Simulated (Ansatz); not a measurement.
**ClH7N2Si2: small, medium and large basis sets**

How large a basis does ClH7N2Si2 need? Two functionals are run in growing sets.

Program: Ansatz 0.2.0, Gaussian basis. Level of theory: one geometry, several basis sets. These are calculated values, not measurements.

Levels to be run: PBE0-D4/def2-SVP; ωB97M-V/def2-SVP; PBE0-D4/def2-QZVPP; ωB97M-V/def2-QZVPP; the functionals' def2-TZVPP values are taken from earlier runs.

## 1. Structure used throughout

An earlier PBE0-D4 in a triple-zeta def2 set relaxation fixed the geometry.

SMILES `N[SiH2][SiH](N)Cl`, 12 atoms, charge 0, spin multiplicity 1.

Atoms are counted from 1 here; the program's logs count them from 0.

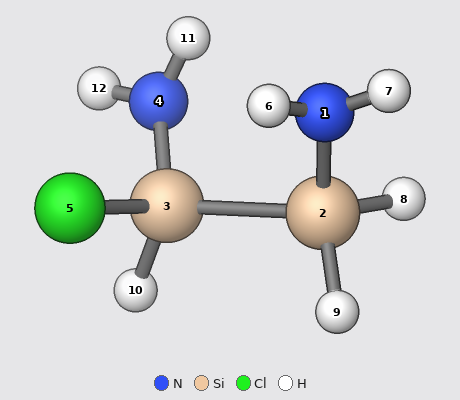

The geometry (nitrogen blue, silicon light orange, chlorine green, hydrogen white); atoms are numbered from 1 in the order of the file.

## 2. PBE0-D4 in def2-SVP

Input file in.yaml:

```yaml
crystal:
  periodic: [false, false, false]
  atoms:
    - {symbol: N, position_ang: [-0.599155, 1.129218, 1.492133]}
    - {symbol: Si, position_ang: [-0.942938, 0.959388, -0.191760]}
    - {symbol: Si, position_ang: [0.705499, -0.506516, -0.961046]}
    - {symbol: N, position_ang: [0.488230, -2.029672, -0.227651]}
    - {symbol: Cl, position_ang: [2.497937, 0.446039, -0.431695]}
    - {symbol: H, position_ang: [0.337768, 1.394864, 1.756502]}
    - {symbol: H, position_ang: [-1.275481, 1.568122, 2.097340]}
    - {symbol: H, position_ang: [-2.309907, 0.385110, -0.315807]}
    - {symbol: H, position_ang: [-0.913993, 2.213036, -1.006440]}
    - {symbol: H, position_ang: [0.814924, -0.715554, -2.424559]}
    - {symbol: H, position_ang: [0.226914, -2.075726, 0.744797]}
    - {symbol: H, position_ang: [1.047103, -2.823409, -0.497813]}
basis:
  gaussian: {orbitals: def2-SVP}
hamiltonian: {xc: pbe0, dispersion: d4}
output: {orbitals: {seedname: orbitals}}
```

Launch:

```console
> ansatz run in.yaml --threads 4 --pin off --events-out ev --progress --plain --max-ram 10444MiB
```

Standard output:

```text
Functional definition: PBE0
  name "PBE0"
  cite "Adamo & Barone, J. Chem. Phys. 110, 6158 (1999) doi:10.1063/1.478522"
  cite "Perdew, Burke & Ernzerhof, Phys. Rev. Lett. 77, 3865 (1996) doi:10.1103/PhysRevLett.77.3865"
  parent pbe
  parameter a = 0.25
  parameter kappa = 0.804
  parameter beta = 0.06672455060314922
  exchange = (1 - a)*pbe_x(kappa = kappa, mu = beta*pi^2/3) + a*exact_x
  correlation = pbe_c(beta = beta)
1142 factors; integrals over basis functions are off by at most 1.1e-3 eV
mean field evaluation 1: about -31340.2293 eV, gradient 6.8e1 eV
mean field evaluation 2: about -31327.6197 eV, gradient 9.7e1 eV
mean field evaluation 4: about -31349.1644 eV, gradient 2.2e0 eV
mean field evaluation 8: about -31349.2928 eV, gradient 2.0e-1 eV
mean field evaluation 16: about -31349.2929 eV, gradient 2.9e-5 eV
mean field -31349.29293701 eV, -1152.0652661212 hartree, gradient 2.9e-5 eV, S^2 0.000000; 0 other end points of the search recorded, 0 dependent functions left out
reference -31349.29296744 eV, -1152.0652672394 hartree; 33, 33 occupied and 84, 84 virtual orbitals, 1142 factors
Total energy: -31349.56884983 eV, -1152.0754057303 hartree
```

It took 1.1 s on 4 threads of Arm Neoverse V2, shared host; peak memory 0.25 GiB.

## 3. ωB97M-V in def2-SVP

Changes to in.yaml since step 2:

```diff
@@ -17,3 +17,3 @@
   gaussian: {orbitals: def2-SVP}
-hamiltonian: {xc: pbe0, dispersion: d4}
+hamiltonian: {xc: {name: wB97M-V}}
 output: {orbitals: {seedname: orbitals}}
```

The command is unchanged.

Standard output, cut to the lines that bear on the results:

```text
Functional definition: wB97M-V
  name "wB97M-V"
  cite "Mardirossian & Head-Gordon, J. Chem. Phys. 144, 214110 (2016) doi:10.1063/1.4952647"
  cite "Becke, J. Chem. Phys. 107, 8554 (1997) doi:10.1063/1.475007"
  cite "Vydrov & Van Voorhis, J. Chem. Phys. 133, 244103 (2010) doi:10.1063/1.3521275"
  # Of w^i u^j: cxij and so on, Table III.
[...]
  gx(w, u) = 1 - cx + cx01*u + cx10*w
  gss(w, u) = css00 + css04*u^4 + css10*w + css20*w^2 + css43*w^4*u^3
  gos(w, u) = cos00 + cos10*w + (cos20 + cos21*u)*w^2 + (cos60 + cos61*u)*w^6
[...]
      + integral(e_c_pw_mod_opposite_spin*gos(b97_w_opposite, b97_u_opposite)) + vv10(b, c)
1142 factors; integrals over basis functions are off by at most 1.1e-3 eV
376 factors; integrals over basis functions are off by at most 7.0e-6 eV
[...]
mean field -31360.32143760 eV, -1152.4705560426 hartree, gradient 3.1e-5 eV, S^2 0.000000; 0 other end points of the search recorded, 0 dependent functions left out
reference -31360.32148304 eV, -1152.4705577122 hartree; 33, 33 occupied and 84, 84 virtual orbitals, 1142 factors
Total energy: -31360.32148304 eV, -1152.4705577122 hartree
```

Run time: 5.5 s. Hardware: 4 threads of Arm Neoverse V2, shared host; peak memory 0.39 GiB.

## 4. PBE0-D4 in def2-QZVPP

Changes to in.yaml since step 3:

```diff
@@ -16,4 +16,4 @@
 basis:
-  gaussian: {orbitals: def2-SVP}
-hamiltonian: {xc: {name: wB97M-V}}
+  gaussian: {orbitals: "def2-QZVPP.json"}
+hamiltonian: {xc: pbe0, dispersion: d4}
 output: {orbitals: {seedname: orbitals}}
```

Launched as before.

Standard output:

```text
Functional definition: PBE0
  name "PBE0"
  cite "Adamo & Barone, J. Chem. Phys. 110, 6158 (1999) doi:10.1063/1.478522"
  cite "Perdew, Burke & Ernzerhof, Phys. Rev. Lett. 77, 3865 (1996) doi:10.1103/PhysRevLett.77.3865"
  parent pbe
  parameter a = 0.25
  parameter kappa = 0.804
  parameter beta = 0.06672455060314922
  exchange = (1 - a)*pbe_x(kappa = kappa, mu = beta*pi^2/3) + a*exact_x
  correlation = pbe_c(beta = beta)
1916 factors; their error is unknown
mean field evaluation 1: about -31351.7033 eV, gradient 8.3e1 eV
mean field evaluation 2: about -31330.8048 eV, gradient 1.2e2 eV
mean field evaluation 4: about -31364.1346 eV, gradient 4.4e0 eV
mean field evaluation 8: about -31364.1753 eV, gradient 1.3e-1 eV
mean field evaluation 16: about -31364.2014 eV, gradient 3.1e-5 eV
mean field -31364.20137010 eV, -1152.6131409319 hartree, gradient 5.8e-5 eV, S^2 0.000000; 0 other end points of the search recorded, 0 dependent functions left out
reference -31364.20141242 eV, -1152.6131424873 hartree; 33, 33 occupied and 501, 501 virtual orbitals, 1916 factors
Total energy: -31364.47729481 eV, -1152.6232809782 hartree
```

Wall time 11 s (4 threads of Arm Neoverse V2, shared host); peak memory 2.5 GiB.

## 5. ωB97M-V in def2-QZVPP

Changes to in.yaml since step 4:

```diff
@@ -17,3 +17,3 @@
   gaussian: {orbitals: "def2-QZVPP.json"}
-hamiltonian: {xc: pbe0, dispersion: d4}
+hamiltonian: {xc: {name: wB97M-V}}
 output: {orbitals: {seedname: orbitals}}
```

Launched as before.

Standard output, cut to the lines that bear on the results:

```text
Functional definition: wB97M-V
  name "wB97M-V"
  cite "Mardirossian & Head-Gordon, J. Chem. Phys. 144, 214110 (2016) doi:10.1063/1.4952647"
  cite "Becke, J. Chem. Phys. 107, 8554 (1997) doi:10.1063/1.475007"
  cite "Vydrov & Van Voorhis, J. Chem. Phys. 133, 244103 (2010) doi:10.1063/1.3521275"
  # Of w^i u^j: cxij and so on, Table III.
[...]
  gx(w, u) = 1 - cx + cx01*u + cx10*w
  gss(w, u) = css00 + css04*u^4 + css10*w + css20*w^2 + css43*w^4*u^3
  gos(w, u) = cos00 + cos10*w + (cos20 + cos21*u)*w^2 + (cos60 + cos61*u)*w^6
[...]
      + integral(e_c_pw_mod_opposite_spin*gos(b97_w_opposite, b97_u_opposite)) + vv10(b, c)
1860 factors; their error is unknown
432 factors; integrals over basis functions are off by at most 1.6e-5 eV
[...]
mean field -31375.29792319 eV, -1153.0209317366 hartree, gradient 5.1e-5 eV, S^2 0.000000; 0 other end points of the search recorded, 0 dependent functions left out
reference -31375.29799148 eV, -1153.0209342459 hartree; 33, 33 occupied and 501, 501 virtual orbitals, 1860 factors
Total energy: -31375.29799148 eV, -1153.0209342459 hartree
```

It took 23 s on 4 threads of Arm Neoverse V2, shared host; peak memory 2.9 GiB.

## 6. Density functionals: the series

The def2-TZVPP values come from earlier runs at the same geometry.

| functional | basis | functions | energy (eV) | from the largest (eV) | HOMO (eV) | LUMO (eV) |
| --- | --- | --- | --- | --- | --- | --- |
| PBE0-D4 | def2-SVP | 117 | -31349.5688 | 14.908 | -7.09 | 0.20 |
| PBE0-D4 | def2-TZVPP | 286 | -31363.3715 | 1.106 | -7.31 | -0.32 |
| PBE0-D4 | def2-QZVPP | 534 | -31364.4773 | 0.000 | -7.35 | -0.48 |
| ωB97M-V | def2-SVP | 117 | -31360.3215 | 14.977 | -9.26 | 2.05 |
| ωB97M-V | def2-TZVPP | 286 | -31374.2533 | 1.045 | -9.49 | 1.33 |
| ωB97M-V | def2-QZVPP | 534 | -31375.2980 | 0.000 | -9.54 | 1.03 |

## 7. Results

| quantity | value |
| --- | --- |
| PBE0-D4: double and triple zeta above quadruple | 14.91, 1.11 eV |
| ωB97M-V: double and triple zeta above quadruple | 14.98, 1.04 eV |

What this shows: For PBE0-D4 the step from double to triple zeta gains 13.80 eV and the next only 1.11 eV. Total energies overstate the basis error of differences, where much of it tends to cancel. The LUMO of ωB97M-V is positive and keeps falling with the basis (2.05 to 1.03 eV): an unbound level that the basis holds in place.

For PBE0-D4 the largest set took about 9 times as long as the smallest (11 s against 1.1 s).
